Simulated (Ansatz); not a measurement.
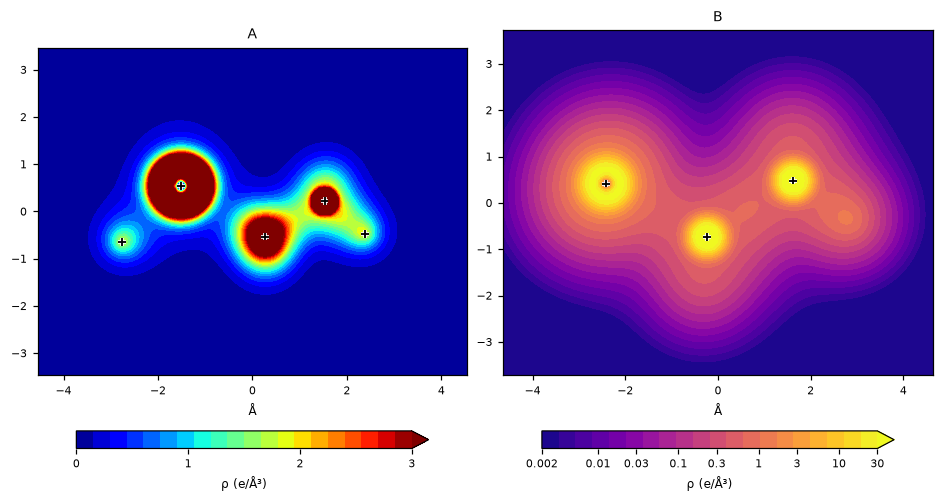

The electron density of 2 systems, each on a plane through atoms (crosses mark nuclei in the plane).

Method: RKS revPBE-D4/def2-SVP in Ansatz.

System 1: H3ISi2, the plane of atoms Si1, Si2 and I3. Core potentials replace the inner electrons of I.

```xyz
6

Si   -0.6378    0.3645   -1.0113
Si    0.4745   -0.0388    0.8663
I     1.9690   -1.9916    0.9732
H    -1.2651   -0.8669   -1.6136
H    -1.6858    1.4341   -0.8082
H     1.1453    1.0987    1.5937
```

System 2: CH7NSn (SMILES C[NH][SnH3]), the plane of atoms C1, N2 and Sn3. Core potentials replace the inner electrons of Sn.

```xyz
10

C    -0.9197    0.7623   -0.8962
N    -0.3644   -0.5385   -0.5239
Sn    0.9235   -0.6320    1.1052
H    -1.6967    0.6376   -1.6842
H    -1.4316    1.2184   -0.0212
H    -0.1888    1.5220   -1.2756
H     0.0561   -0.9996   -1.3410
H     1.4551   -2.2754    1.1808
H    -0.0401   -0.1945    2.4724
H     2.2899    0.4484    0.9866
```

> Which map belongs to which system?

Panel A is system 2, CH7NSn: the plane holds C, N, Sn and H. C–N (1.46 Å): ρ is about 1.9 e/Å³ halfway. Panel B is system 1, H3ISi2: the plane holds Si and I. Si–Si (2.22 Å): the density is about 0.66 e/Å³ at the midpoint.
